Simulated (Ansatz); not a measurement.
# BN (P6_3/mmc): a single-point run

The task is a single-point run on BN (P6_3/mmc). The structure is shown as the input types it.

Method: DFT r2SCAN, scalar-relativistic, plane waves, PAW, in Ansatz 0.2.0.

1 further run of the same task is left out (it didn't finish). Runs told in other sessions of the task aren't counted.

## 1. The system as given

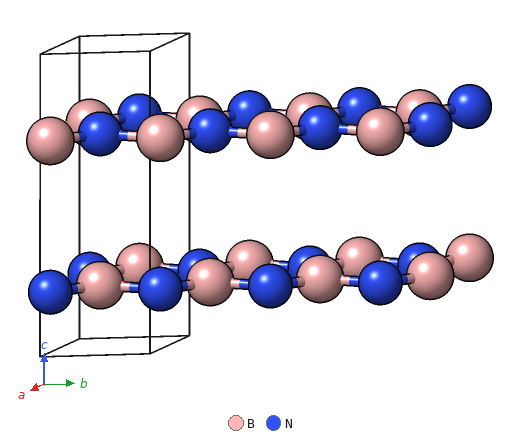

The starting structure, seen slightly off an axis (boron pink, nitrogen blue). 2×4×1 cells are drawn.

Coordinates:

```xyz
4
Lattice="2.0008 0.0000 0.0000 -1.0004 1.7327 0.0000 0.0000 0.0000 5.5166" Properties=species:S:1:pos:R:3 pbc="T T T"
B     0.0000    1.1551    1.3792
B     1.0004    0.5776    4.1375
N     0.0000    1.1551    4.1375
N     1.0004    0.5776    1.3792
```

## 2. Input and run

Input file input.yaml:

```yaml
crystal:
  lattice:
    - [2.00077581, 0.0, 0.0]
    - [-1.00038791, 1.73272268, 0.0]
    - [0.0, 0.0, 5.51663809]
  atoms:
    - { symbol: B, position: [0.3333333333333, 0.6666666666667, 0.25] }
    - { symbol: B, position: [0.6666666666667, 0.3333333333333, 0.75] }
    - { symbol: "N", position: [0.3333333333333, 0.6666666666667, 0.75] }
    - { symbol: "N", position: [0.6666666666667, 0.3333333333333, 0.25] }
basis:
  ecutwfc: 500
  ecutrho_ratio: 4
kpoints:
  mp_grid: { grid: [10, 10, 4] }
hamiltonian:
  xc: r2scan
scf:
  occupations: { method: gaussian, width: 0.05 }
  max_iter: 80
output:
  forces: true
  stress: true
```

Command:

```sh
> ansatz run input.yaml --threads 4 --pin off --max-ram 7168MiB --backend cpu --events-out ev --progress --plain --runs-dir out
```

Log:

```text
Warning: RAYON_NUM_THREADS=4 ignored (pool sized by the plan → 4); use --threads N
Engine: ansatz 0.2.0, aarch64-unknown-linux-gnu
Pseudopotentials: kind: paw
Pseudopotential: B, paw, valence charge 3, recommended cutoff 500 eV (meta_gga), B.paw.azcp
Pseudopotential: N, paw, valence charge 5, recommended cutoff 500 eV (meta_gga), N.paw.azcp
Functional definition: r2SCAN
  parameter k0 = 0.174
  parameter k1 = 0.065
  parameter a1 = 4.9479
  exchange = r2scan_x(k0 = k0, k1 = k1, a1 = a1)
  correlation = r2scan_c
Crystal: 4 atoms, lattice volume = 19.125 Å³
Basis set: ecut = 500 eV, 501 PW (Γ), exchange–correlation on 60×60×180 points (64 copies of the dense FFT grid, shifted against one another)
Bands: 12, of which v1, the nominal top of the filled ones, is band 8 counted from 1 (7 counted from 0)
Symmetry: 24 space group operations
Space group: P63/mmc (ITA 194), of the structure as read, at distance tolerance 2.7e-5 Å
k-points: 42 of 400
Non-local potential: B, projectors of the file, l = 0: 2, l = 1: 2, l = 2: 1
Non-local potential: N, projectors of the file, l = 0: 2, l = 1: 2, l = 2: 1
PAW form: soft (Blöchl's): semilocal exchange-correlation on the pseudo side does not see the compensation charge
PAW frozen core: B, regenerated for the run's functional (the file was generated under x = pbe(κ = 0.804, μ = 0.2195149727645171), c = pbe(β = 0.06672455060314922))
PAW frozen core: N, regenerated for the run's functional (the file was generated under x = pbe(κ = 0.804, μ = 0.2195149727645171), c = pbe(β = 0.06672455060314922))
PAW one-centre angular grid: B, 302 points (default); XC on 160 Gauss nodes
PAW one-centre angular grid: N, 302 points (default); XC on 160 Gauss nodes
Initial density: superposition of atomic densities (neutral atoms: chi_scale 0, normalization atom), corrected by the library's trained network
Initial wavefunctions: pseudopotential atomic-orbital guess
Functional: x = r2scan, c = r2scan; τ floored in thin density (d = 2e-4 eV/Å³)
SCF iter   1: F=—  HF=-1070.554761 eV  |F-HF|=—  |Δ(HF+E_count)|=         —  Δρ=1.90e-2  dr2=3.46e-2  dr2_τ=3.31e0  ethr=1.77e-3  ⟨swp⟩=6.0  Hψ=3220  notcnv=0
preconditioner: auto → none  [insulator: Δε(μ)=4.583 eV  Ē_g=22.871 eV  σ=0.050 eV  W_gap=1.00  n_scr=4 (ndim 8)  ℏωp=34.0 eV  f_vac=0.000  D(μ)=0.00/eV (n_scr^D=0)  ε∞_Penn≈3.2]
SCF iter   2: F=—  HF=-1070.807571 eV  |F-HF|=—  |Δ(HF+E_count)|=   2.53e-1  Δρ=1.19e-2  dr2=1.02e-2  dr2_τ=1.78e-3  ethr=2.16e-4  ⟨swp⟩=2.8  Hψ=1403  notcnv=0
SCF iter   3: F=—  HF=-1070.817703 eV  |F-HF|=—  |Δ(HF+E_count)|=   1.01e-2  Δρ=3.93e-3  dr2=1.51e-3  dr2_τ=4.81e-4  ethr=6.38e-5  ⟨swp⟩=2.0  Hψ=1008  notcnv=0
SCF iter   4: F=—  HF=-1070.817344 eV  |F-HF|=—  |Δ(HF+E_count)|=   3.59e-4  Δρ=8.24e-4  dr2=7.20e-5  dr2_τ=7.46e-6  ethr=9.47e-6  ⟨swp⟩=2.5  Hψ=815  notcnv=0
SCF iter   5: F=—  HF=-1070.817331 eV  |F-HF|=—  |Δ(HF+E_count)|=   1.31e-5  Δρ=1.26e-4  dr2=1.24e-6  dr2_τ=3.14e-7  ethr=4.50e-7  ⟨swp⟩=2.2  Hψ=847  notcnv=0
SCF iter   6: F=-1070.817333 eV  HF=-1070.817333 eV  |F-HF|=1.56e-8  |Δ(HF+E_count)|=   1.79e-6  Δρ=1.02e-5  dr2=6.77e-9  dr2_τ=1.44e-9  ethr=6.25e-10  ⟨swp⟩=4.9  Hψ=1812  notcnv=0
SCF 1 converged in 6 iterations: F = -1070.817333 eV  dr2 = 6.77e-9
SCF converged after 6 iterations
Free energy (F): -1070.817333 eV
Harris-Foulkes:  -1070.817333 eV  (|F-HF|=1.56e-8)
Internal energy: -1070.817333 eV  (E = F + TS)
E sigma→0 (E₀):  -1070.817333 eV
Fermi energy:    15.015554 eV
--- Per-component energies (eV) ---
  E_band       = 46.890646
  E_kinetic    = 454.229435
  E_local      = -653.096126  (includes V_loc(G=0)·N_el)
  E_nonlocal   = 144.051966
  E_hartree    = 212.931570
  E_xc         = -200.073980
  E_vxc        = -278.356384  (∫ρ·V_xc dr)
  E_paw        = -432.664366  (= ΣΔE_a)
  E_vpaw       = -61.521013  (= ΣTr[D̂ρ^β])
  E_aug_tail   = 0.000053  (compensation charges beyond the density's cutoff)
  E_vtau       = 15.719176  (kinetic-family band-sum trace: ∫τ·v_τ [+ j·A + Jᵃ·Aᵃ] dr)
  E_ewald      = -596.099870
  E_core_change = -0.096013  (= ΣΔE_core)
  E_smearing   = -0.000000  (= −TS)
  E_closure    = -0.000000  (closes the sum)
  Σ components = -1070.817333   (vs F -1070.817333, Δ=0.00e0)
--- Forces (eV/Å), atoms counted from 1 ---
  atom   1  B      0.00000000    -0.00000000     0.00000000
  atom   2  B      0.00000000     0.00000000     0.00000000
  atom   3  N     -0.00000000     0.00000000     0.00000000
  atom   4  N      0.00000000    -0.00000000     0.00000000
  max |Σ_I F_I| component: 9.25e-17 eV/Å
--- Stress (GPa, compression-positive) ---
      746.755650       0.000000       0.000000
        0.000000     746.755650       0.000000
        0.000000       0.000000      24.194733
  P = ⅓ Tr σ = 505.9020 GPa (5059.020 kbar)
```

It took 0.7 s on 4 threads of Arm Neoverse V1, shared host; peak memory 0.31 GiB.

## 3. Can this be trusted?

The run converged and reported no error. It gives a pressure of 506 GPa, which is large; a structure far from rest gives such values too, whatever the setting.

The structure was scaled down until the atoms press into each other. The shortest distance in the input is 1.16 Å, between atoms 1 (B) and 4 (N).

Fix: restore the intended size.

## 4. Second run, to compare

Other changes include scf.max_iter, kpoints.band_path, scf.n_extra_bands, output requests.

Input file input.yaml:

```yaml
crystal:
  lattice:
    - [2.5009697631, 0.0, 0.0]
    - [-1.2504848816, 2.1659033489, 0.0]
    - [0.0, 0.0, 6.8957976065]
  atoms:
    - { symbol: B, position: [0.3333333333, 0.6666666667, 0.25] }
    - { symbol: B, position: [0.6666666667, 0.3333333333, 0.75] }
    - { symbol: "N", position: [0.3333333333, 0.6666666667, 0.75] }
    - { symbol: "N", position: [0.6666666667, 0.3333333333, 0.25] }
basis:
  ecutwfc: 500
  ecutrho_ratio: 4
kpoints:
  mp_grid: { grid: [10, 10, 4] }
  band_path:
    path:
      - [[0.0, 0.0, 0.0], [0.5, 0.0, 0.0], [0.33333333, 0.33333333, 0.0], [0.0, 0.0, 0.0], [0.0, 0.0, 0.5], [0.5, 0.0, 0.5], [0.33333333, 0.33333333, 0.5], [0.0, 0.0, 0.5]]
      - [[0.5, 0.0, 0.5], [0.5, 0.0, 0.0]]
      - [[0.33333333, 0.33333333, 0.5], [0.33333333, 0.33333333, 0.0]]
    npoints: 14
hamiltonian:
  xc: r2scan
scf:
  occupations: { method: gaussian, width: 0.05 }
  n_extra_bands: 11
output:
  forces: true
  stress: true
  eigenvalues: true
  populations: true
  dos: { projected: true, de: 0.02, nscf_kmesh: { grid: [15, 15, 6] } }
  bader: true
  write_density: true
  write_potential: true
  elf: true
  volumetric_format: npy
```

Command:

```sh
> ansatz run input.yaml --threads 4 --pin off --max-ram 7168MiB --backend cpu --events-out ev --progress --plain --runs-dir out
```

The main lines of its log:

```text
[...]
Basis set: ecut = 500 eV, 979 PW (Γ), exchange–correlation on 80×80×216 points (64 copies of the dense FFT grid, shifted against one another)
[...]
k-points: 42 of 400
[...]
SCF iter   1: F=—  HF=-1088.118402 eV  |F-HF|=—  |Δ(HF+E_count)|=         —  Δρ=8.41e-3  dr2=1.91e-2  dr2_τ=6.92e-1  ethr=1.77e-3  ⟨swp⟩=6.4  Hψ=4068  notcnv=0  defer=71
preconditioner: auto → none  [insulator: Δε(μ)=4.900 eV  Ē_g=21.777 eV  σ=0.050 eV  W_gap=1.00  n_scr=4 (ndim 8)  ℏωp=24.3 eV  f_vac=0.038  D(μ)=0.00/eV (n_scr^D=0)  ε∞_Penn≈2.2]
SCF iter   2: F=—  HF=-1088.249497 eV  |F-HF|=—  |Δ(HF+E_count)|=   1.31e-1  Δρ=5.03e-3  dr2=4.13e-3  dr2_τ=2.97e-4  ethr=1.19e-4  ⟨swp⟩=2.1  Hψ=1761  notcnv=0  defer=175
[...]
SCF iter   6: F=—  HF=-1088.249238 eV  |F-HF|=—  |Δ(HF+E_count)|=   7.44e-7  Δρ=4.08e-5  dr2=4.09e-7  dr2_τ=9.32e-9  ethr=1.45e-8  ⟨swp⟩=2.0  Hψ=857  notcnv=0  defer=175
SCF iter   7: F=-1088.249238 eV  HF=-1088.249238 eV  |F-HF|=3.87e-10  |Δ(HF+E_count)|=   4.79e-8  Δρ=5.09e-6  dr2=4.60e-9  dr2_τ=4.03e-10  ethr=6.25e-10  ⟨swp⟩=12.7  Hψ=5248  notcnv=0
[...]
SCF converged after 7 iterations
Free energy (F): -1088.249238 eV
[...]
E sigma→0 (E₀):  -1088.249238 eV
Fermi energy:    6.559599 eV
[...]
  P = ⅓ Tr σ = -0.0314 GPa (-0.314 kbar)
[...]
```

Run time: 13 s. Hardware: 4 threads of Arm Neoverse V1, shared host; peak memory 0.41 GiB.

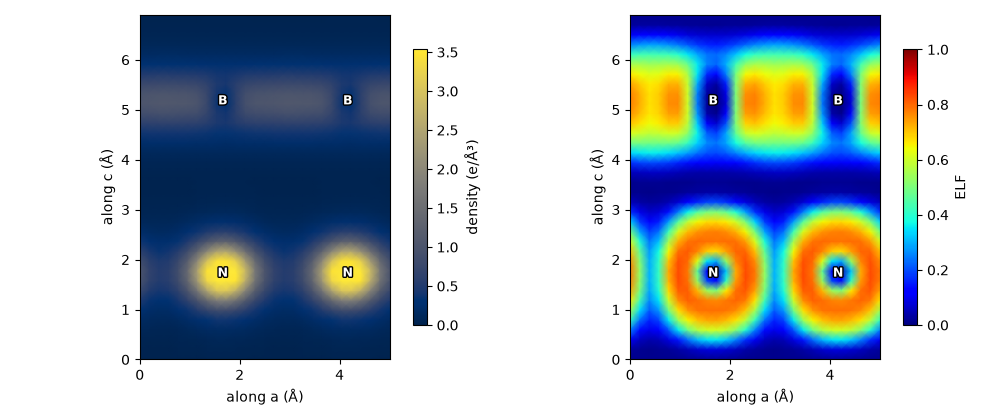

Density (left) and ELF (right) in a lattice plane of the grid's cell (edges 2.50 and 6.90 Å, at 0.333 of the third edge), which holds B and N. Only atoms in the plane are labelled. Both are smooth fields of the valence electrons: close to the nuclei they are not physical.

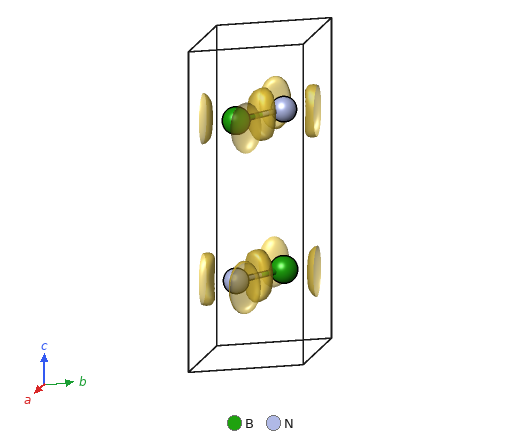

Surface of ELF = 0.85, drawn in one cell.

The highest ELF values outside the cores: 0.93 on the B–N line, 0.6 Å from B; 0.92 on the N–B line, 0.7 Å from N.

```tsv
run	ending	energy change	pressure (GPa)	gap (eV)	force (eV/Å)	cycles	time
first try	converged	+4.36 eV/atom	505.9	4.99	0.00	6	0.7 s
second try	converged	0	0.0	4.88	0.00	7	13 s
```

## 5. Results

| quantity | value |
| --- | --- |
| first try | converged, 6 SCF cycles |
| fault in the input | structure squeezed |
| second try | converged, 7 SCF cycles |
| energy (zero set by the potentials) | -1088.2492 eV |
| pressure | -0.03 GPa |
| gap on the mesh | 4.88 eV |
| largest force | 0.000 eV/Å |

**Reading.** Both runs converge, but the first lies +4.36 eV/atom from the second; in the second, the pressure goes from 505.9 to 0.0 GPa, the gap on the mesh goes from 4.99 to 4.88 eV. Only the second answers the question as it was meant.

The gaps are Kohn-Sham values of a semilocal functional, not quasiparticle or optical gaps. Such gaps usually fall short of the measured ones.
